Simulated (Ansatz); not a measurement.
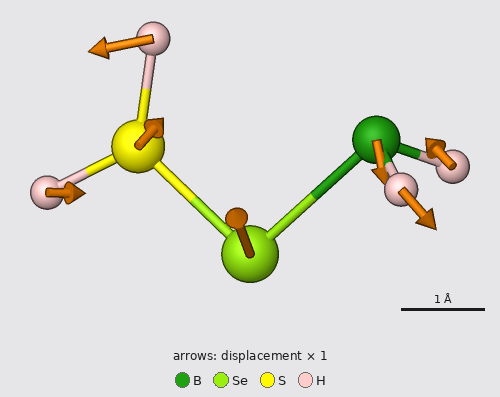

This is a relaxation of BH4SeS (charge +1). The starting structure is drawn; orange arrows show the displacements, at their true length. The two geometries are superimposed by the best rigid fit.

A ball-and-stick model, seen at a tilt.

It is one of the separated reactants of a reaction.

Level of theory: Ansatz 0.2.0, RKS PBE-D4/def2-SVP. Set-up: force threshold 0.03 eV/Å; at most 250 steps.

Which element moves most?

Selenium: up to 1.30 Å, against 0.82 Å for hydrogen.

What did the optimiser do to the structure, and how much energy did it gain?

The atom that moves furthest after the best rigid fit is the Se atom (1.30 Å). By element the largest moves are Se 1.30 Å, H 0.82 Å, S 0.62 Å, B 0.59 Å. Among the contacts that change: S–Se 1.915 → 2.351 Å, B–Se 2.252 → 1.899 Å, B–H 1.150 → 1.216 Å, H–S 1.360 → 1.376 Å. Bond angles that change, for instance: H–S–H 127.1° → 93.0°, H–B–H 93.3° → 126.2°, Se–B–H 99.9° → 125.3°. Over 20 accepted moves (22 points after the start) the energy falls by 137.8 kcal/mol. The largest force component goes from 5.5 to 0.0051 eV/Å. The line search rejected the trial steps at points 17, 20 of the run. The run took 31 s on 2 threads of Arm Neoverse V1 (shared host).
